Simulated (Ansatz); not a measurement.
Si₆C

```yaml
crystal:
  lattice:
    - [9.60017, 0.00000, 0.00000]
    - [-4.80009, 8.31399, 0.00000]
    - [0.00000, 0.00000, 8.91383]
  atoms:
    - { symbol: Si, position: [0.20809, 0.16625, 0.17900] }
    - { symbol: Si, position: [0.87476, 0.49958, 0.51233] }
    - { symbol: Si, position: [0.54143, 0.83292, 0.84567] }
    - { symbol: Si, position: [0.45857, 0.16708, 0.15433] }
    - { symbol: Si, position: [0.12524, 0.50042, 0.48767] }
    - { symbol: Si, position: [0.79191, 0.83375, 0.82100] }
    - { symbol: Si, position: [0.39105, 0.90521, 0.22585] }
    - { symbol: Si, position: [0.05772, 0.23855, 0.55918] }
    - { symbol: Si, position: [0.72438, 0.57188, 0.89252] }
    - { symbol: Si, position: [0.27562, 0.42812, 0.10748] }
    - { symbol: Si, position: [0.94228, 0.76145, 0.44082] }
    - { symbol: Si, position: [0.60895, 0.09479, 0.77415] }
    - { symbol: Si, position: [0.83375, 0.04184, 0.17900] }
    - { symbol: Si, position: [0.50042, 0.37518, 0.51233] }
    - { symbol: Si, position: [0.16708, 0.70851, 0.84567] }
    - { symbol: Si, position: [0.83292, 0.29149, 0.15433] }
    - { symbol: Si, position: [0.49958, 0.62482, 0.48767] }
    - { symbol: Si, position: [0.16625, 0.95816, 0.82100] }
    - { symbol: Si, position: [0.09479, 0.48584, 0.22585] }
    - { symbol: Si, position: [0.76145, 0.81917, 0.55918] }
    - { symbol: Si, position: [0.42812, 0.15250, 0.89252] }
    - { symbol: Si, position: [0.57188, 0.84750, 0.10748] }
    - { symbol: Si, position: [0.23855, 0.18083, 0.44082] }
    - { symbol: Si, position: [0.90521, 0.51416, 0.77415] }
    - { symbol: Si, position: [0.95816, 0.79191, 0.17900] }
    - { symbol: Si, position: [0.62482, 0.12524, 0.51233] }
    - { symbol: Si, position: [0.29149, 0.45857, 0.84567] }
    - { symbol: Si, position: [0.70851, 0.54143, 0.15433] }
    - { symbol: Si, position: [0.37518, 0.87476, 0.48767] }
    - { symbol: Si, position: [0.04184, 0.20809, 0.82100] }
    - { symbol: Si, position: [0.15250, 0.72438, 0.10748] }
    - { symbol: Si, position: [0.81917, 0.05772, 0.44082] }
    - { symbol: Si, position: [0.48584, 0.39105, 0.77415] }
    - { symbol: Si, position: [0.51416, 0.60895, 0.22585] }
    - { symbol: Si, position: [0.18083, 0.94228, 0.55918] }
    - { symbol: Si, position: [0.84750, 0.27562, 0.89252] }
    - { symbol: C, position: [0.66667, 0.33333, 0.24423] }
    - { symbol: C, position: [0.33333, 0.66667, 0.57756] }
    - { symbol: C, position: [0.00000, 0.00000, 0.91089] }
    - { symbol: C, position: [0.00000, 0.00000, 0.08911] }
    - { symbol: C, position: [0.66667, 0.33333, 0.42244] }
    - { symbol: C, position: [0.33333, 0.66667, 0.75577] }
```

Space group R-3; a generated structure, not necessarily the stable one.

Theory: DFT r2SCAN, scalar-relativistic, plane waves, PAW in Ansatz 0.2.0.

Q: What will maps of the valence pseudo-density and electron localisation function show?

A: Si–C (2.00 Å): ρ at the midpoint is about 0.76 e/Å³; the ELF peaks at about 0.95 between the atoms; localised, covalent bonding.
Si–Si (2.32 Å): the density is about 0.6 e/Å³ at the midpoint; the ELF peaks at about 0.95 between the atoms, as expected for a covalent bond.

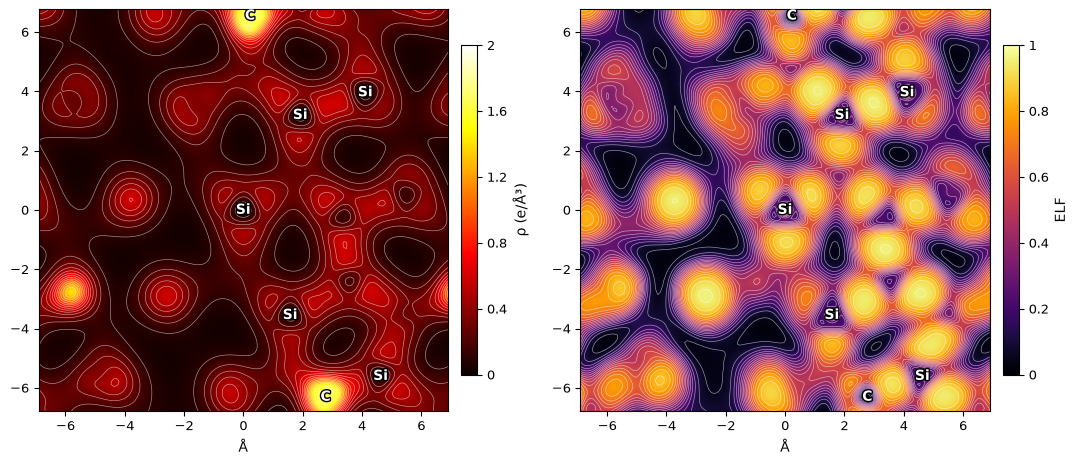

Computed valence pseudo-density and electron localisation function on the (111) plane of the conventional cell, in this order. Atoms just off the plane (Si, 0.3 Å away and C, 0.6 Å away) can leave unmarked features too.
